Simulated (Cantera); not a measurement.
Feed: 1 mol V₂O₃, a varied amount of H₂, 0.044 mol H₂O, held at 1073.15 K and 46.0 Pa.

Method: chemical equilibrium by Gibbs-energy minimisation in Cantera with the NASA 1993 tables (ideal gas, pure condensed phases). Candidate condensed phases: H₂O, V, VO, V₂O₃, V₂O₄, V₂O₅; 12 gas species. Mutual solubility and eutectic melting of coexisting phases are not modelled. VO: taken at fixed stoichiometry. Condensed phases not in the tables: the oxides between V₂O₃ and V₂O₅ other than VO₂. Rates play no part.

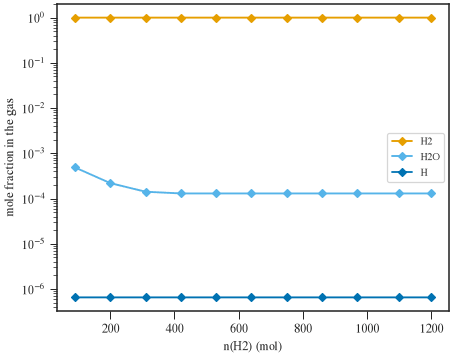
Figure: Equilibrium gas composition (values under 1e-9 drawn at 1e-9)

From 90 mol H₂ to 310 mol H₂ the condensed part is V₂O₃(s). From 420 mol H₂ to 1200 mol H₂ the condensed part is VO(s) + V₂O₃(s).
